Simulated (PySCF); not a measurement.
# Sn¹⁵⁺: fine-structure interval with spin-orbit coupling

Wanted: the fine-structure interval of tin, up a ladder of methods.

Method: two-component X2C-1e, generalised determinants. Code: PySCF 2.14.0.

## 1. The system

| Property | Result |
| --- | --- |
| Element | tin (Z = 50) |
| Basis | an uncontracted even-tempered set (18 s from 0.75 bohr⁻², ratio 2.8; 14 p from 0.97 bohr⁻², ratio 2.8; 9 d from 1.7 bohr⁻², ratio 2.8; 4 f from 6.7 bohr⁻², ratio 3) |
| Hamiltonian | two-component X2C-1e, Gaussian nucleus, no Breit or QED terms; spin-orbit coupling, run by run: screened by Boettger's factors; bare |
| Core shells frozen in the correlated runs | [Ne] (for Sn¹⁵⁺) |
| State 1 | Sn¹⁵⁺ 4p J=1/2: [Ar] 3d10 4s2 4p5; 4p1/2 filled at m_j = +1/2; 4p3/2 filled at m_j = -3/2, -1/2, +1/2, +3/2 |
| Needed too, but not shown | Sn¹⁵⁺ [Ar] 3d10 4s2 4p5 (2P) |
| Methods | GHF, GMP2 |

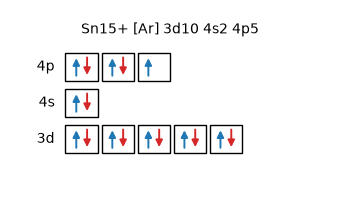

Outer shells as boxes.

A driver program built on PySCF's X2C-1e integrals ran all steps in one process from the settings above; there is no separate input file.

The integrals over 133 functions and the set-up took 0.47 s of CPU time.

## 2. Sn¹⁵⁺ 4p J=1/2: the ladder of methods

GHF (screened spin-orbit):

Output:

```text
cycle= 1 E= -6092.4742457248  delta_E= -6.09e+03  |FDS-SDF|= 0.0843
cycle= 2 E= -6092.4831459363  delta_E= -0.0089  |FDS-SDF|= 0.0056
cycle= 3 E= -6092.4836068920  delta_E= -0.000461  |FDS-SDF|= 0.00141
cycle= 4 E= -6092.4838079090  delta_E= -0.000201  |FDS-SDF|= 0.0013
cycle= 5 E= -6092.4839816906  delta_E= -0.000174  |FDS-SDF|= 0.00158
cycle= 6 E= -6092.4834921650  delta_E= 0.00049  |FDS-SDF|= 5.52e-05
cycle= 7 E= -6092.4834919084  delta_E= 2.57e-07  |FDS-SDF|= 8.11e-06
cycle= 8 E= -6092.4834919059  delta_E= 2.45e-09  |FDS-SDF|= 8.26e-07
```

It used 7.3 s of CPU time after the integrals (shared host).

Occupied spinors:

```tsv
spinor shell	electrons	mean energy (eV)	weight of the nominal j	rms radius (bohr)
1s1/2	2	-29713.3	1.000	0.0333
2s1/2	2	-4890.1	1.000	0.136
2p1/2	2	-4581.1	1.000	0.118
2p3/2	4	-4348.6	1.000	0.123
3s1/2	2	-1265.0	1.000	0.360
3p1/2	2	-1137.8	1.000	0.353
3p3/2	4	-1094.3	1.000	0.363
3d3/2	4	-872.99	1.000	0.336
3d5/2	6	-864.20	1.000	0.339
4s1/2	2	-467.38	0.999	0.798
4p1/2	1	-420.25	1.000	0.822
4p3/2	4	-407.74	1.000	0.843
```

M_J = 1/2, ⟨J²⟩ = 0.754, ⟨L²⟩ = 2.021, ⟨S²⟩ = 0.765.

GMP2 (screened spin-orbit):

No log was kept for this step.

It used 1.2 s of CPU time after the integrals (shared host).

With 25 electrons correlated and 80 very high virtual spinors dropped, the MP2 correlation energy is -0.98698 hartree. Largest pairs: 3d3/2-3d5/2 -0.1819, 3d5/2-3d5/2 -0.1278, 4p3/2-4p3/2 -0.0797, 3d5/2-4p3/2 -0.0602, 3d3/2-3d3/2 -0.0554.

GHF (bare spin-orbit):

Output:

```text
cycle= 1 E= -6092.6000146575  delta_E= -6.09e+03  |FDS-SDF|= 0.088
cycle= 2 E= -6092.6090956746  delta_E= -0.00908  |FDS-SDF|= 0.00566
cycle= 3 E= -6092.6095630618  delta_E= -0.000467  |FDS-SDF|= 0.00142
cycle= 4 E= -6092.6097820288  delta_E= -0.000219  |FDS-SDF|= 0.00136
cycle= 5 E= -6092.6099420062  delta_E= -0.00016  |FDS-SDF|= 0.00162
cycle= 6 E= -6092.6094487735  delta_E= 0.000493  |FDS-SDF|= 5.41e-05
cycle= 7 E= -6092.6094485399  delta_E= 2.34e-07  |FDS-SDF|= 8.01e-06
cycle= 8 E= -6092.6094485373  delta_E= 2.62e-09  |FDS-SDF|= 8.15e-07
```

CPU time 7.3 s on a shared host, the integrals not counted.

The outer occupied spinors:

```tsv
spinor shell	electrons	mean energy (eV)	weight of the nominal j	rms radius (bohr)
3s1/2	2	-1265.0	1.000	0.360
3p1/2	2	-1139.2	1.000	0.352
3p3/2	4	-1093.7	1.000	0.363
3d3/2	4	-874.39	1.000	0.335
3d5/2	6	-863.31	1.000	0.339
4s1/2	2	-467.39	0.999	0.798
4p1/2	1	-420.58	1.000	0.821
4p3/2	4	-407.61	1.000	0.843
```

M_J = 1/2, ⟨J²⟩ = 0.754, ⟨L²⟩ = 2.022, ⟨S²⟩ = 0.766.

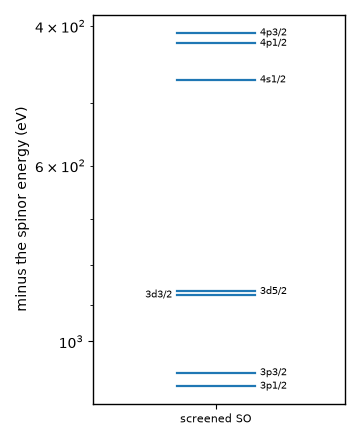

The highest 7 spinor levels of Sn¹⁵⁺ 4p J=1/2 on a logarithmic scale.

## 3. The energy differences

Fine-structure interval: Sn¹⁵⁺ [Ar] 3d10 4s2 4p5 [4p1/2^2 4p3/2^3, M_J = 3/2] → Sn¹⁵⁺ [Ar] 3d10 4s2 4p5 [4p1/2^1 4p3/2^4, M_J = 1/2].

```tsv
method	value (eV)
GHF (screened spin-orbit)	9.934
GMP2 (screened spin-orbit)	10.078
GHF (bare spin-orbit)	10.370
```

The differences also use runs on Sn¹⁵⁺ [Ar] 3d10 4s2 4p5 (2P), which are not shown here.

## 4. Summary of results

| quantity | value |
| --- | --- |
| fine-structure interval, Sn¹⁵⁺ → 4p J=1/2 | GHF (screened spin-orbit) 9.934, GMP2 (screened spin-orbit) 10.078 eV |

What this shows: The methods span 0.437 eV, from GHF (screened spin-orbit) (9.934) to GHF (bare spin-orbit) (10.370). No reference value is at hand in this session. The basis is finite, and no extrapolation was made.
